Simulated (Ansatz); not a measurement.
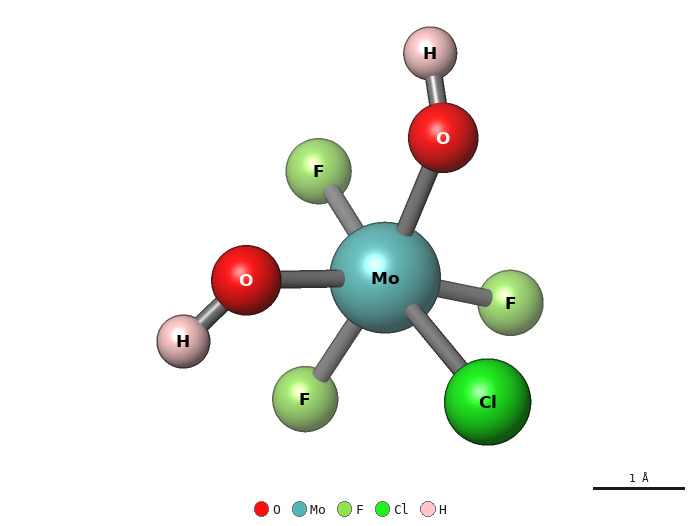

Depth is shown by fading: the farther an atom, the more it takes the colour of the background. The species is neutral and a spin singlet. Computed geometry: PBE-D4/def2-SVP optimisation. No frequency run is at hand to confirm it as a minimum. Masses are those of the most abundant isotopes; constants are for the rigid equilibrium geometry.

Q: What kind of rotor is it, and what are its rotational constants in MHz?

A: An asymmetric top (C1): A = 1977, B = 1347, C = 1341 MHz. Ray's parameter κ is −0.98, close to the prolate limit.
